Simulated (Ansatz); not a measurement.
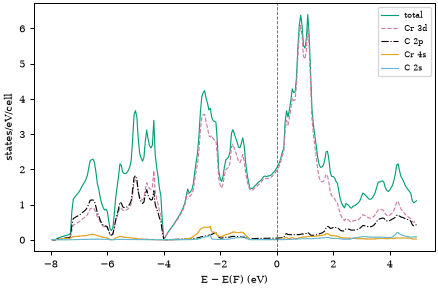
Figure. Total and projected density of states of Cr2C in space group P-3m1 (No. 164; Cr on 2d, C on 1b), plane-wave PAW LDA (Ansatz code)

Which orbitals carry the states next to the Fermi level?

Within 0.5 eV of the Fermi level: Cr 3d 95 %. Projections are on Löwdin-orthogonalised atomic valence shells; empty p or d shells of many metals are not among them.

Where is the tallest occupied peak in this window, and what makes it?

Near -2.5 eV, about 4.2 states/eV per cell; the largest projected share is Cr 3d.

The first step of the workflow began from a Materials Project structure, measured or hypothetical; the Crystallography Open Database copy checked does not list it. Its standing as an ambient phase is unchecked. The LDA relaxation kept the symmetry of its start; of distortions, only those at the zone centre were tested. The run is not spin-polarised.

Potentials: the later of the program's two PAW sets.
